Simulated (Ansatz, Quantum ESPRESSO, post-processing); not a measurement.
# Ballistic transmission: vacuum gap of 6.0 Å between two Ta(100) faces, part 4 of 4

Wanted: the transmission near the Fermi level and the conductance of this junction: vacuum gap of 6.0 Å between two Ta(100) faces.

Quantum ESPRESSO 7.5; plane-wave DFT, PBE, JTH PAW pseudopotentials; cross-check by Ansatz 0.2.0 with PAW datasets.

So far. Step 3 (Transmission with pwcond.x): The run is unpolarised; a magnetic state was not tried, may lie lower and would change T. Step 3 (Transmission with pwcond.x): At no point does T exceed the number of channels.

## Step 5: The open system, with bdl = 5.312 Å in length

Level of this step: transmission by pwcond, lead and junction from one cell; plane-wave DFT, PBE, JTH PAW pseudopotentials (Quantum ESPRESSO).

Another try, with an input changed as a hurried user might.

cond.bad.in

```
&inputcond
  outdir = './out'
  prefixt = 'scf'
  tran_file = 'cond.bad.dat'
  bdl = 1.6000000000
  bds = 11.3072289157
  ikind = 1
  ewind = 4.0
  epsproj = 1e-05
  nz1 = 7
  energy0 = 0.4
  denergy = -0.4
/
28
  0.00000000 0.00000000 0.00694444
  0.00000000 0.08333333 0.02777778
  0.00000000 0.16666667 0.02777778
  0.00000000 0.25000000 0.02777778
  0.00000000 0.33333333 0.02777778
  0.00000000 0.41666667 0.02777778
  0.00000000 0.50000000 0.01388889
  0.08333333 0.08333333 0.02777778
  0.08333333 0.16666667 0.05555556
  0.08333333 0.25000000 0.05555556
  0.08333333 0.33333333 0.05555556
  0.08333333 0.41666667 0.05555556
  0.08333333 0.50000000 0.02777778
  0.16666667 0.16666667 0.02777778
  0.16666667 0.25000000 0.05555556
  0.16666667 0.33333333 0.05555556
  0.16666667 0.41666667 0.05555556
  0.16666667 0.50000000 0.02777778
  0.25000000 0.25000000 0.02777778
  0.25000000 0.33333333 0.05555556
  0.25000000 0.41666667 0.05555556
  0.25000000 0.50000000 0.02777778
  0.33333333 0.33333333 0.02777778
  0.33333333 0.41666667 0.05555556
  0.33333333 0.50000000 0.02777778
  0.41666667 0.41666667 0.02777778
  0.41666667 0.50000000 0.02777778
  0.50000000 0.50000000 0.00694444
3
```

Started as:

```sh
$ OMP_NUM_THREADS=1 mpirun -n 4 pwcond.x -in cond.bad.in > cond.bad.out
```

Numbers of over 12 decimals in the logs are rounded to 6 here.

What it wrote:

```text
[banner, memory and clock lines left out]
Program PWCOND v.7.5 starts
[citation notice left out]

[...]
./out/scf.save/
     file Ta.GGA_PBE-JTH.UPF: wavefunction(s)  5S 6S 5P 6P 5D 0D renormalized

     IMPORTANT: XC functional enforced from input :
     Exchange-correlation= PBE
                           (   1   4   3   4   0   0   0)
     Any further DFT definition will be discarded
     Please, verify this is what you really want

     Reading collected, re-writing distributed wavefunctions

===== INPUT FILE containing all the regions =====

     GEOMETRY:

     lattice parameter (alat)  =       6.2739  a.u.
     the volume                =    2792.3319 (a.u.)^3
     the cross section         =      39.3617 (a.u.)^2
     l of the unit cell        =      11.3072 (alat)
     number of atoms/cell      =           20
     number of atomic types    =            1

     crystal axes: (cart. coord. in units of alat)
               a(1) = (  1.0000  0.0000  0.0000 )
               a(2) = (  0.0000  1.0000  0.0000 )
               a(3) = (  0.0000  0.0000 11.3072 )

   Cartesian axes

     site n.     atom                  positions (alat units)
          1        Ta     tau(  1)=(  0.0000  0.0000 11.3072  )
          2        Ta     tau(  2)=(  0.5000  0.5000  0.5000  )
          3        Ta     tau(  3)=(  0.0000  0.0000  1.0000  )
          4        Ta     tau(  4)=(  0.5000  0.5000  1.5000  )
          5        Ta     tau(  5)=(  0.0000  0.0000  2.0000  )
          6        Ta     tau(  6)=(  0.5000  0.5000  2.5000  )
          7        Ta     tau(  7)=(  0.0000  0.0000  3.0000  )
          8        Ta     tau(  8)=(  0.5000  0.5000  3.5000  )
          9        Ta     tau(  9)=(  0.0000  0.0000  4.0000  )
         10        Ta     tau( 10)=(  0.5000  0.5000  4.5000  )
         11        Ta     tau( 11)=(  0.0000  0.0000  6.3072  )
         12        Ta     tau( 12)=(  0.5000  0.5000  6.8072  )
         13        Ta     tau( 13)=(  0.0000  0.0000  7.3072  )
         14        Ta     tau( 14)=(  0.5000  0.5000  7.8072  )
         15        Ta     tau( 15)=(  0.0000  0.0000  8.3072  )
         16        Ta     tau( 16)=(  0.5000  0.5000  8.8072  )
         17        Ta     tau( 17)=(  0.0000  0.0000  9.3072  )
         18        Ta     tau( 18)=(  0.5000  0.5000  9.8072  )
         19        Ta     tau( 19)=(  0.0000  0.0000 10.3072  )
         20        Ta     tau( 20)=(  0.5000  0.5000 10.8072  )

     nr1s                      =           27
     nr2s                      =           27
     nr3s                      =          320
     nr1sx                     =           27
     nr2sx                     =           27
     nr3sx                     =          320
     nr1                       =           40
     nr2                       =           40
     nr3                       =          432
     nr1x                      =           40
     nr2x                      =           40
     nr3x                      =          432

 _______________________________
  Radii of nonlocal spheres:

     type       ibeta     ang. mom.          radius (alat units)
       Ta         1         0                    0.3812
       Ta         2         0                    0.3812
       Ta         3         1                    0.3812
       Ta         4         1                    0.3812
       Ta         5         2                    0.3812
       Ta         6         2                    0.3812
----- General information -----

--- T calc. with identical leads (ikind=1) ---

     nrx                       =           27
     nry                       =           27
     nz1                       =            7

     energy0               =         4.0E-01
     denergy               =        -4.0E-01
     nenergy               =          3
     ecut2d                =         4.5E+01
     ewind                 =         4.0E+00
     epsproj               =         1.0E-05

     number of k_|| points=   28
                       cryst. coord.
        k(    1) = (   0.0000000   0.0000000), wk =   0.0069444
        k(    2) = (   0.0000000   0.0833333), wk =   0.0277778
[...]
k(   28) = (   0.5000000   0.5000000), wk =   0.0069444
----- Information about left/right lead -----

     nocros                   =           18
     noins                    =           36
     norb                     =           72
     norbf                    =          324
     nrz                      =           45

      iorb      type   ibeta   ang. mom.   m       position (alat)
        1        1       1        0        1   taunew(   1)=(  0.0000  0.0000  0.0000)
        2        1       2        0        1   taunew(   2)=(  0.0000  0.0000  0.0000)
[...]
72        1       6        2        5   taunew(  72)=(  0.5000  0.5000  1.5000)
    k slab    z(k)  z(k+1)     crossing(iorb=1,norb)
    1   0.0000 0.0356 0.0356   111111111111111111000000000000000000000000000000000000000000000000000000
    2   0.0356 0.0711 0.0356   111111111111111111000000000000000000000000000000000000000000000000000000
[...]
45   1.5644 1.6000 0.0356   000000000000000000000000000000000000000000000000000000111111111111111111
----- Information about scattering region -----

     noins                    =          288
     norb                     =          324
     norbf                    =          324
     nrz                      =          275

      iorb      type   ibeta   ang. mom.   m       position (alat)
        1        1       1        0        1   taunew(   1)=(  0.5000  0.5000 -0.1000)
        2        1       2        0        1   taunew(   2)=(  0.5000  0.5000 -0.1000)
[...]
324        1       6        2        5   taunew( 324)=(  0.0000  0.0000  9.7072)
 ngper, shell number =          137          22
 ngper, n2d =          137          98
---  E-Ef =    0.4000000  k =    0.0000000   0.0000000
---  ie =          1  ik =          1
 Nchannels of the left tip =            1
 Right moving states:
   k1(2pi/a)   k2(2pi/a)   E-Ef (eV)
  -0.0224873  -0.0000064   0.4000000
 Left moving states:
   k1(2pi/a)   k2(2pi/a)   E-Ef (eV)
   0.0224869  -0.0000064   0.4000000

 to transmit
 Band j to band i transmissions and reflections:
    j         i     |T_ij|^2    |R_ij|^2

    1 -->     1     0.00000     1.00000
   Total T_j, R_j =    0.00000  1.00000

E-Ef(ev), T(x2 spins) =    0.4000000   0.0000000
---  E-Ef =    0.0000000  k =    0.0000000   0.0000000
---  ie =          2  ik =          1
 Nchannels of the left tip =            1
 Right moving states:
   k1(2pi/a)   k2(2pi/a)   E-Ef (eV)
  -0.2181030  -0.0000061   0.0000000
 Left moving states:
   k1(2pi/a)   k2(2pi/a)   E-Ef (eV)
   0.2181027  -0.0000061   0.0000000

 to transmit
 Band j to band i transmissions and reflections:
    j         i     |T_ij|^2    |R_ij|^2

    1 -->     1     0.00000     1.00000
   Total T_j, R_j =    0.00000  1.00000

E-Ef(ev), T(x2 spins) =    0.0000000   0.0000009
---  E-Ef =   -0.4000000  k =    0.0000000   0.0000000
---  ie =          3  ik =          1
 Nchannels of the left tip =            1
 Right moving states:
   k1(2pi/a)   k2(2pi/a)   E-Ef (eV)
  -0.3697727  -0.0000059  -0.4000000
 Left moving states:
   k1(2pi/a)   k2(2pi/a)   E-Ef (eV)
   0.3697724  -0.0000059  -0.4000000

 to transmit
 Band j to band i transmissions and reflections:
    j         i     |T_ij|^2    |R_ij|^2

    1 -->     1     0.00000     1.00000
   Total T_j, R_j =    0.00000  1.00000

E-Ef(ev), T(x2 spins) =   -0.4000000   0.0000004
 ngper, shell number =          141          77
 ngper, n2d =          141          96
[... further energies and points left out ...]
---  E-Ef =    0.4000000  k =    0.5000000   0.5000000
---  ie =          1  ik =         28
 Nchannels of the left tip =            1
 Right moving states:
   k1(2pi/a)   k2(2pi/a)   E-Ef (eV)
  -0.1929319   0.0000156   0.4000000
 Left moving states:
   k1(2pi/a)   k2(2pi/a)   E-Ef (eV)
   0.1929304   0.0000156   0.4000000

 to transmit
 Band j to band i transmissions and reflections:
    j         i     |T_ij|^2    |R_ij|^2

    1 -->     1     0.00000     1.00000
   Total T_j, R_j =    0.00000  1.00000

E-Ef(ev), T(x2 spins) =    0.4000000   0.0000000
---  E-Ef =    0.0000000  k =    0.5000000   0.5000000
---  ie =          2  ik =         28
 Nchannels of the left tip =            1
 Right moving states:
   k1(2pi/a)   k2(2pi/a)   E-Ef (eV)
  -0.2853667   0.0000228   0.0000000
 Left moving states:
   k1(2pi/a)   k2(2pi/a)   E-Ef (eV)
   0.2853645   0.0000228   0.0000000

 to transmit
 Band j to band i transmissions and reflections:
    j         i     |T_ij|^2    |R_ij|^2

    1 -->     1     0.00000     1.00000
   Total T_j, R_j =    0.00000  1.00000

E-Ef(ev), T(x2 spins) =    0.0000000   0.0000000
---  E-Ef =   -0.4000000  k =    0.5000000   0.5000000
---  ie =          3  ik =         28
 Nchannels of the left tip =            0
 Right moving states:
   k1(2pi/a)   k2(2pi/a)   E-Ef (eV)
 Left moving states:
   k1(2pi/a)   k2(2pi/a)   E-Ef (eV)

 to transmit
          E-Ef(ev), T =   -0.4000000   0.0000000
   T_tot     0.40000      0.13350E+00
   T_tot     0.00000      0.98338E-01
   T_tot    -0.40000      0.34502E-01

[...]
```

Wall time 5.1 min (4 MPI ranks of Arm Neoverse V2, shared host); peak memory 0.42 GiB.

The run finished, but its numbers are not taken as the system's. The fault: a lead boundary that cuts the period.

Beside the run it was changed from:

```tsv
quantity	this run	unchanged run	difference
transmission at the Fermi level, one spin	0.04917	0.07314	-0.024
lead channels at the Fermi level, one spin	1.514	2.604	-1.1
wall time (s)	308	308
```

Over all energies T moves by up to 0.10, at 0.4 eV, where the two runs count unlike lead channels.

The physical values in this table move by up to 42 %.

## Step 6: The same in Ansatz

A second code with its own PAW datasets, on the same atoms.

Level of this step: plane-wave DFT, PBE, Ansatz PAW (Ansatz 0.2.0).

input.yaml

```yaml
crystal:
  lattice:
    - [3.32, 0.0, 0.0]
    - [0.0, 3.32, 0.0]
    - [0.0, 0.0, 37.54]
  atoms:
    - { symbol: Ta, position: [0.0, 0.0, 0.0] }
    - { symbol: Ta, position: [0.5, 0.5, 0.0442194992] }
    - { symbol: Ta, position: [0.0, 0.0, 0.0884389984] }
    - { symbol: Ta, position: [0.5, 0.5, 0.1326584976] }
    - { symbol: Ta, position: [0.0, 0.0, 0.1768779968] }
    - { symbol: Ta, position: [0.5, 0.5, 0.221097496] }
    - { symbol: Ta, position: [0.0, 0.0, 0.2653169952] }
    - { symbol: Ta, position: [0.5, 0.5, 0.3095364944] }
    - { symbol: Ta, position: [0.0, 0.0, 0.3537559936] }
    - { symbol: Ta, position: [0.5, 0.5, 0.3979754928] }
    - { symbol: Ta, position: [0.0, 0.0, 0.557805008] }
    - { symbol: Ta, position: [0.5, 0.5, 0.6020245072] }
    - { symbol: Ta, position: [0.0, 0.0, 0.6462440064] }
    - { symbol: Ta, position: [0.5, 0.5, 0.6904635056] }
    - { symbol: Ta, position: [0.0, 0.0, 0.7346830048] }
    - { symbol: Ta, position: [0.5, 0.5, 0.778902504] }
    - { symbol: Ta, position: [0.0, 0.0, 0.8231220032] }
    - { symbol: Ta, position: [0.5, 0.5, 0.8673415024] }
    - { symbol: Ta, position: [0.0, 0.0, 0.9115610016] }
    - { symbol: Ta, position: [0.5, 0.5, 0.9557805008] }
kpoints:
  mp_grid: { grid: [7, 7, 1] }
hamiltonian:
  xc: pbe
scf:
  occupations: { method: fermi_dirac, width: 0.1 }
  convergence: { dr2_threshold: 1.0e-08 }
output:
  transmission: { leads: [[0, 2]], e_range: [-0.4, 0.4], de: 0.4, kmesh: [12, 12] }
  write_potential: true
  write_density: true
  volumetric_format: npy
```

Started as:

```sh
$ ansatz run input.yaml --threads 4 --pin off --max-ram 8192MiB --backend cpu --events-out ev --progress --plain --runs-dir out
```

What it wrote:

```text
Engine: ansatz 0.2.0, aarch64-unknown-linux-gnu
Pseudopotentials: kind: paw
Pseudopotential: Ta, paw, valence charge 13, recommended cutoff 420 eV (normal), Ta.paw.azcp
Functional definition: PBE
  parameter kappa = 0.804
  parameter beta = 0.066725
  exchange = pbe_x(kappa = kappa, mu = beta*pi^2/3)
  correlation = pbe_c(beta = beta)
Crystal: 20 atoms, lattice volume = 413.781 Å³
Basis set: ecut = 420 eV, 8157 PW (Γ)
Bands: 156, of which v1, the nominal top of the filled ones, is band 130 counted from 1 (129 counted from 0)
Symmetry: 16 space group operations
Space group: P4/nmm (ITA 129), of the structure as read, at distance tolerance 7.5e-5 Å
k-points: 10 of 49
Non-local potential: Ta, projectors of the file, l = 0: 3, l = 1: 2, l = 2: 2, l = 3: 1
PAW form: soft (Blöchl's): semilocal exchange-correlation on the pseudo side does not see the compensation charge
PAW one-centre angular grid: Ta, 590 points (default); XC on 64 Gauss nodes
Initial density: superposition of atomic densities (neutral atoms: chi_scale 0, normalization atom), corrected by the library's trained network
Initial wavefunctions: pseudopotential atomic-orbital guess
Functional: x = pbe(κ = 0.804, μ = 0.219515), c = pbe(β = 0.066725)
SCF iter   1: F=—  HF=-198642.271787 eV  |F-HF|=—  |Δ(HF+E_count)|=         —  Δρ=1.31e-2  dr2=1.11e2  ethr=1.77e-3  ⟨swp⟩=7.0  Hψ=6460  notcnv=0  defer=6
preconditioner: auto → LDOS  [metal: Δε(μ)=0.017 eV  Ē_g=3.924 eV  σ=0.100 eV  W_gap=0.04  n_scr=106 (ndim 8)  ℏωp=18.3 eV  f_vac=0.077  D(μ)=22.80/eV (n_scr^D=244)  β→1.0]
SCF iter   2: F=—  HF=-198641.754922 eV  |F-HF|=—  |Δ(HF+E_count)|=   5.17e-1  Δρ=3.78e-3  dr2=7.11e-1  ethr=1.77e-3  ⟨swp⟩=3.2  Hψ=2087  notcnv=0  defer=11
SCF iter   3: F=—  HF=-198641.737145 eV  |F-HF|=—  |Δ(HF+E_count)|=   1.78e-2  Δρ=1.50e-3  dr2=1.55e-1  ethr=2.73e-4  ⟨swp⟩=2.0  Hψ=1919  notcnv=0  defer=13
SCF iter   4: F=—  HF=-198641.731705 eV  |F-HF|=—  |Δ(HF+E_count)|=   5.44e-3  Δρ=2.25e-4  dr2=2.24e-3  ethr=5.97e-5  ⟨swp⟩=1.5  Hψ=1604  notcnv=0  defer=13
SCF iter   5: F=—  HF=-198641.731637 eV  |F-HF|=—  |Δ(HF+E_count)|=   6.78e-5  Δρ=7.95e-5  dr2=1.33e-4  ethr=8.60e-7  ⟨swp⟩=2.3  Hψ=2005  notcnv=0  defer=13
SCF iter   6: F=—  HF=-198641.731652 eV  |F-HF|=—  |Δ(HF+E_count)|=   1.47e-5  Δρ=2.05e-5  dr2=3.08e-6  ethr=5.12e-8  ⟨swp⟩=2.1  Hψ=2076  notcnv=0  defer=13
SCF iter   7: F=—  HF=-198641.731533 eV  |F-HF|=—  |Δ(HF+E_count)|=   1.19e-4  Δρ=6.63e-6  dr2=5.00e-7  ethr=1.18e-9  ⟨swp⟩=2.7  Hψ=2843  notcnv=0  defer=10
SCF iter   8: F=—  HF=-198641.731533 eV  |F-HF|=—  |Δ(HF+E_count)|=   1.82e-8  Δρ=1.55e-6  dr2=2.86e-8  ethr=1.92e-10  ⟨swp⟩=2.1  Hψ=2651  notcnv=0  defer=10
SCF iter   9: F=-198641.731533 eV  HF=-198641.731533 eV  |F-HF|=7.28e-10  |Δ(HF+E_count)|=   2.27e-9  Δρ=4.84e-7  dr2=2.01e-9  ethr=3.85e-12  ⟨swp⟩=10.5  Hψ=4771  notcnv=0
SCF 1 converged in 9 iterations: F = -198641.731533 eV  dr2 = 2.01e-9
  greatest PAW one-centre occupation: 0.999 electrons in one spin orbital (limit 2), on the Ta atom at site 14 (counted from 0), in its partial waves of l = 0
transmission: 188 of 1876 steps passed
transmission: 378 of 1876 steps passed
[...]
transmission: 1876 of 1876 steps passed
SCF converged after 9 iterations
Free energy (F): -198641.731533 eV
Harris-Foulkes:  -198641.731533 eV  (|F-HF|=7.28e-10)
Internal energy: -198640.892924 eV  (E = F + TS)
E sigma→0 (E₀):  -198641.312228 eV
Entropy (-TS):   -0.838609 eV (-41.930 meV/atom)
Fermi energy:    15.903568 eV
--- Per-component energies (eV) ---
  E_band       = -2805.079581
  E_kinetic    = 7298.579881
  E_local      = -57933.218336  (includes V_loc(G=0)·N_el)
  E_nonlocal   = 292.744053
  E_hartree    = 26930.261343
  E_xc         = -4359.575122
  E_vxc        = -4068.072510  (∫ρ·V_xc dr)
  E_paw        = -167929.866522  (= ΣΔE_a)
  E_vpaw       = -2255.640064  (= ΣTr[D̂ρ^β])
  E_aug_tail   = 0.002727  (compensation charges beyond the density's cutoff)
  E_ewald      = -2939.820948
  E_smearing   = -0.838609  (= −TS)
  E_closure    = 0.000000  (closes the sum)
  Σ components = -198641.731533   (vs F -198641.731533, Δ=0.00e0)
--- Band table (eV; the first three rows and the last of 10) ---
  k-point 0: bands = [... 126 lower, 16.6110, 16.6348, 16.6348, 16.6537, 16.6614, 16.6614, 16.6930, 16.7817, ... 22 higher]
  k-point 1: bands = [... 126 lower, 16.3005, 16.3485, 16.3675, 16.4708, 16.5352, 16.5585, 16.6083, 16.6288, ... 22 higher]
  k-point 2: bands = [... 126 lower, 15.8307, 15.9282, 15.9521, 15.9781, 16.1136, 16.2873, 16.2961, 16.3310, ... 22 higher]
  k-point 9: bands = [... 126 lower, 15.2106, 15.4915, 15.5340, 15.7902, 15.8988, 16.0964, 16.2531, 16.3820, ... 22 higher]
--- Transmission ---
  basis      : 97 plane waves across, 67 finite elements along
  points     : 28, standing for a mesh of 12 x 12
  energies   : 3 from -0.400000 to 0.400000 eV about the Fermi level, 0.400000 eV apart; the leads are filled to 0.000000 eV, and channels, transmission and decay are at 0.000000 eV
  crystal 0  : Ta2, at the sites [0, 2], period 3.3200 Å, over 33.20 Å; its Hamiltonian steps by up to 3.0 meV
    offset         : up to 0.0000 Å between an atom of the period and one for which it stands
    channels       : 2.520833e0 a spin
    conductance    : none, the energies end too early or step too widely for 300 K: set another output.transmission.e_range or a lower de, or, where they end at an eighth of basis.ecutwfc, a higher one
    slowest decay  : 0.0291 /Å at (0.3333, 0.3333)
  junction   : crystal 0 to crystal 0, -0.13 to 34.09 Å
    transmission   : 7.320878e-2 a spin
    conductance    : none, the energies end too early or step too widely for 300 K: set another output.transmission.e_range or a lower de, or, where they end at an eighth of basis.ecutwfc, a higher one
```

Elapsed: 33 s, on 4 threads; peak memory 1.6 GiB; 2 min of CPU time.

Read from the output:

```
free energy                                  : -198641.7315 eV
energy at zero smearing                      : -198641.3122 eV
smearing term TS                             : 0.8386 eV
Fermi energy                                 : 15.90 eV
symmetry operations                          : 16
transmission at the Fermi level, one spin    : 0.07321
lead channels at the Fermi level, one spin   : 2.521
step of the lead's Hamiltonian over a period : 3 meV
```

Per spin; mean over the k mesh across the current. Transmission, zone mean against energy, zero at the Fermi level:

```tsv
energy (eV)	transmission, zone mean
-0.400	0.0492
0.000	0.0732
0.400	0.153
```

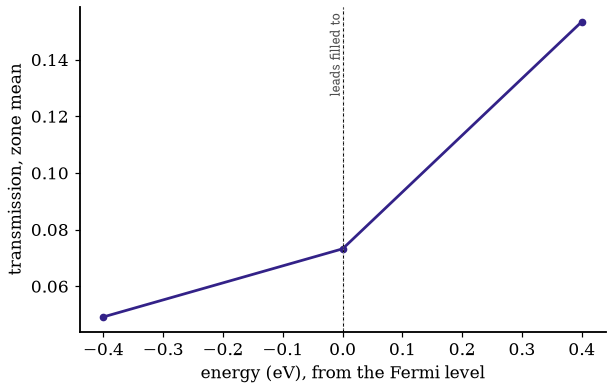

Transmission, zone mean, plotted against energy.

Per spin; mean over the k mesh across the current. The open channels, zone mean by energy, zero at the Fermi level:

```tsv
energy (eV)	open channels, zone mean
-0.400	2.60
0.000	2.52
0.400	1.72
```

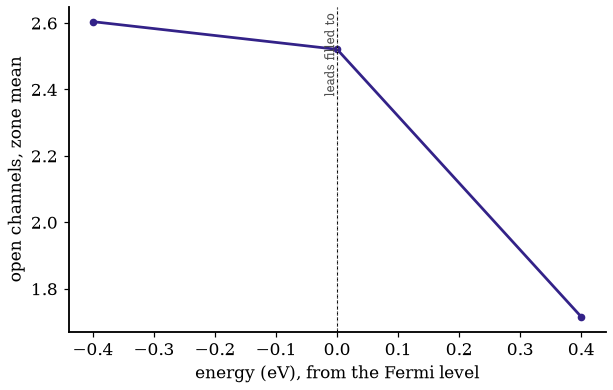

Open channels, zone mean against energy.

Ansatz finds T = 0.0732 against pwcond's 0.0731.

## Step 7: All levels side by side

All levels:

```tsv
step	T at the Fermi level (per spin)	conductance (G0)	r.m.s. T(E) from the first	CPU time of the step (s)	peak memory (GiB)
Ansatz	0.07321	-	0	120.3	1.611
pwcond	0.07314	0.07314	0.008668	1232	0.41
pwcond, changed setting	0.07318	0.07318	0.006881	2161	0.48
```

Per spin; mean over the k mesh across the current. The transmission, zone mean by energy, zero at the Fermi level:

```tsv
energy (eV)	Ansatz	pwcond	pwcond, changed setting
-0.400	0.0492	0.0465	0.0464
0.000	0.0732	0.0731	0.0732
0.400	0.153	0.168	0.165
```

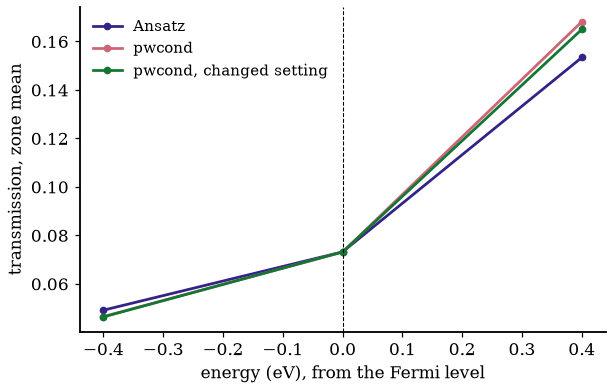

Transmission, zone mean against energy.

## Step 8: A check by hand

The Landauer sum over the mesh, Σ w T = 0.0556 × 0.52 + 0.0278 × 0.825 + 0.0556 × 0.0987 + … = 0.07314.

G = 0.0731 × 77.48 µS = 5.67 µS a cell. Times the area of 11.022 Å², the resistance-area product is A/G = 19.5 fΩ m², the leads' contact resistance included.

## Step 9: Outcome

```
conductance from T at the Fermi level, a cell (G₀ = 2e²/h) : 0.0731 G₀
conductance per area                                       : 51.4 S/μm²
lead channels per spin                                     : 2.60
the same conductance by Ansatz                             : 0.0732 G₀
```

**Reading.** The junction conducts 0.0731 G₀ a cell at the Fermi level (PBE, JTH PAW). At the Fermi level the junction passes 2.8 % of what the leads offer. At the Fermi level pwcond and Ansatz differ by 0.096 %, a close match. The codes count unlike numbers of lead channels on 8 % of the mesh. Points with over 2.5 times the mean carry 71 % of T, so the mean leans on few points, and the mesh was not tested. Over -0.4 to 0.4 eV, T lies between 0.047 and 0.17 per spin. The geometry is as built, not relaxed, and the leads are short. Semilocal functionals lack the image potential in a vacuum gap. Spin-orbit coupling is left out; depending on the atoms that carry the levels of interest, it can split and shift them by tenths of an eV to an eV or more.

[Logs are printed without paths, hosts, clocks, repeated set-up lines and the standing remarks that a program may print on its own settings, such as how far it seeks lower states.]

[Hosts, paths, dates, database ids (printed as entryN), source tags and the programs' standing remarks are cut or masked in the printed files.]

[Maps of the electrostatic potential energy from Ansatz leave out the sawtooth potential of an applied field or a dipole correction, so their vacuum need not be flat; planar profiles and work functions include it.]
